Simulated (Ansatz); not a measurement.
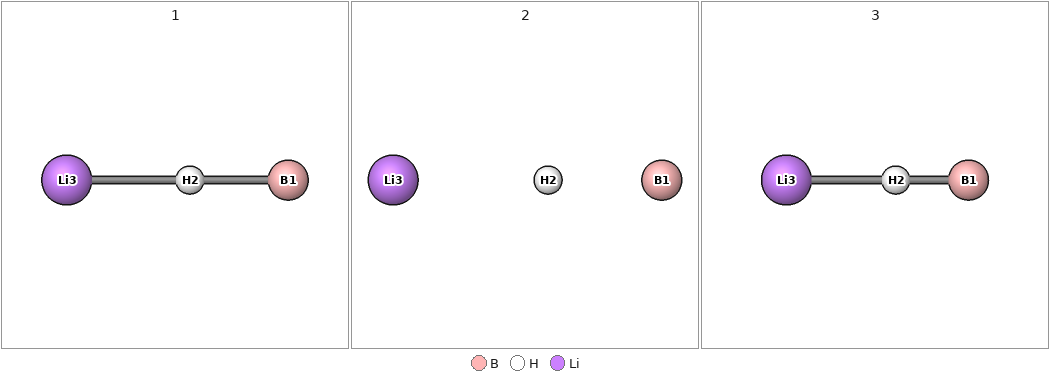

The system B + HLi, spin multiplicity 2. The first coordinate is: distance B1–H2; the second: distance H2–Li3. Nothing is relaxed (the angle B1–H2–Li3 is fixed at 180 degrees). The grid has 10 × 10 points. Points are written as (first, second). Energies are in kcal/mol, from the lowest grid point. In part of the range the unrestricted reference is strongly spin-contaminated. The calculation used UKS PBE-D4/def2-SVPD (Ansatz 0.2.0).

The numbered pictures are structures from this grid.

Q: Which is the most stable, and how do the others follow?

A: 1, at (1.399 Å, 1.751 Å): 0.0 kcal/mol; 2, at (1.617 Å, 2.203 Å): 9.3 kcal/mol; 3, at (1.035 Å, 1.555 Å): 19.6 kcal/mol.

The map, with the structures marked:

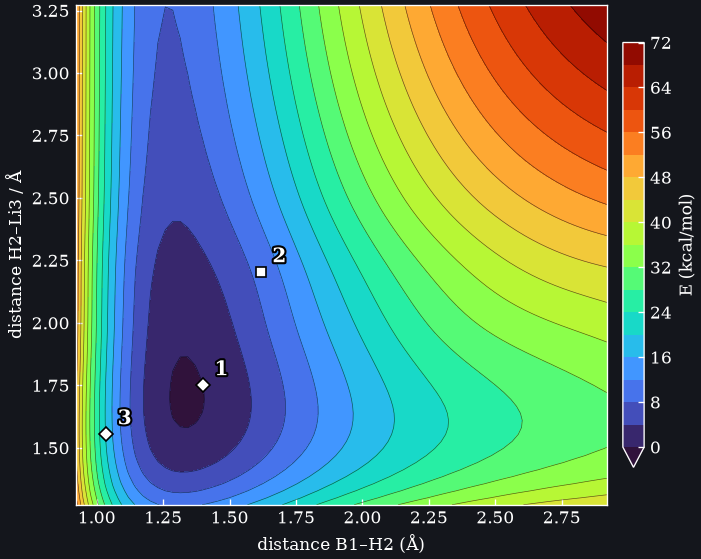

Drawn: filled contours. Between grid points the surface is interpolated.
